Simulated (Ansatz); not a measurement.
Electronic density of states of amorphous Ti20O43Sc2, density 3.60 g/cm³, on a 2×2×2 Γ-centred mesh with a Gaussian width of 0.1 eV; energies count from the Fermi level, whose place inside the gap is arbitrary. Cell and mesh are small, so fine structure isn't converged. Method: PBE, scalar-relativistic without spin-orbit coupling (plane waves to 420 eV, PAW; Ansatz, a program for electronic structure). Sampling: a 2×2×2 Γ-centred mesh; Fermi-Dirac width 0.02 eV; no spin polarisation. At PBE the levels at the filled edge of the gap are localised (band-tail or defect states), and the nearest spread-out levels lie 3.0 eV apart at the zone centre.

The cell was made by melting and quenching with the CHGNet potential and then relaxed with DFT. O atoms were pushed apart under 1.9 Å during the dynamics, to hinder bonds among them. The hot cell started wider than the set density and was brought back towards it in steps. It is the lowest in DFT energy of 2 quenches. It is a model cell: composition and starting density were chosen by hand, and all elements were melted together. No dispersion term was used. Its density started from a set value of 3.60 and ended at 3.60 g/cm³. The quench (nominally 360 K/ps over its main leg) was far faster than any real one, so the model tends to hold more defects than a real film. A cell of this size samples the disorder only roughly. The volume was held where the preparation left it and the shape relaxed, at a PBE pressure of 0.6 GPa. Stress components on the final sampling reach 0.7 GPa.

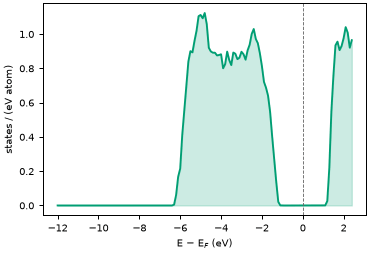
*Density of states per atom*

The level gap on this mesh is 2.68 eV; the broadening fills part of it in the curve.
